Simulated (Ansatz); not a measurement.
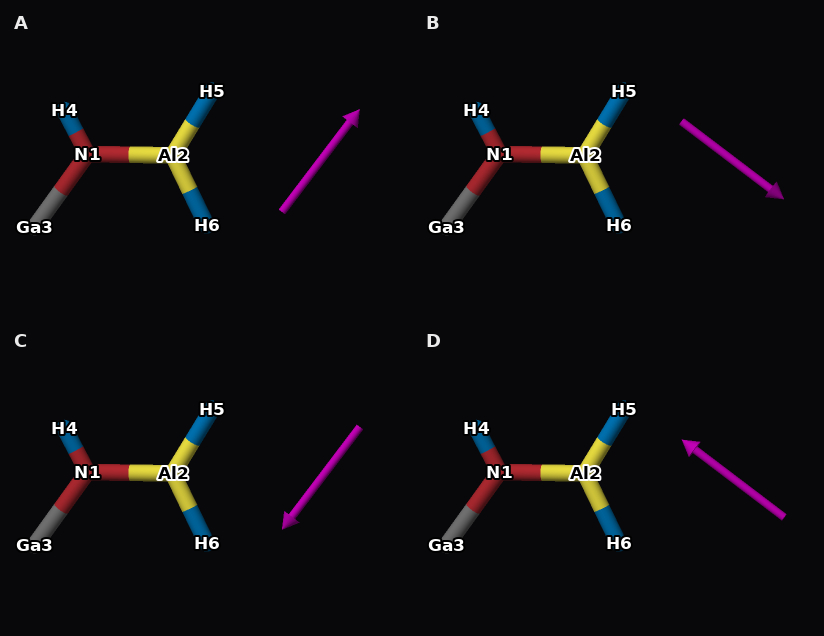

The same molecule four times, each with an arrow. The geometry was computed by an optimisation with PBE0-D4/def2-TZVP. Properties computed with RKS r2SCAN-D4/def2-TZVPP (Ansatz 0.2.0).

Which arrow points along the dipole moment, from the negative to the positive end?

Answer. D. The dipole moment is 1.23 D; it points from the side of H6 to the side of H4 (the outermost atoms at the two ends).
